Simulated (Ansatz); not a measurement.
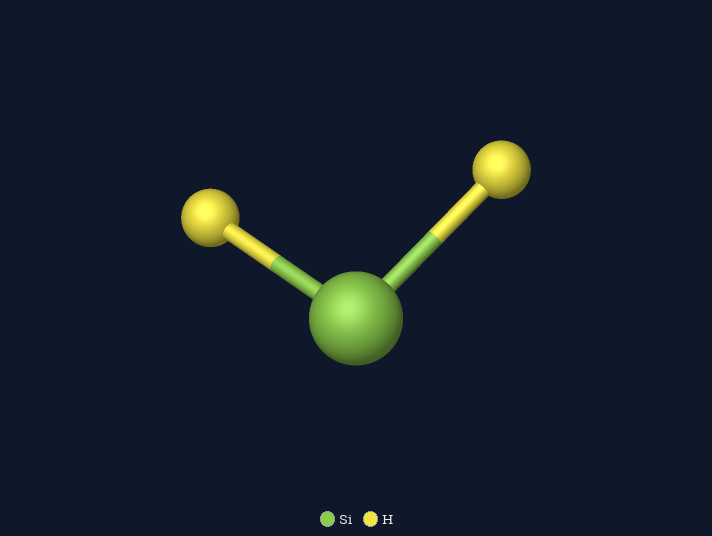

Sticks follow a distance rule. Harmonic vibrations computed with RKS PBE0-D4/def2-TZVP (Ansatz 0.2.0) at a stationary point of the same level.

Is this a minimum or a saddle point?

Answer. A minimum: no imaginary frequency, and the lowest mode lies at 1010 cm⁻¹.

How many vibrational modes are there, and where do they lie?

Answer. 3 modes: 1010, 2048, 2051 cm⁻¹.
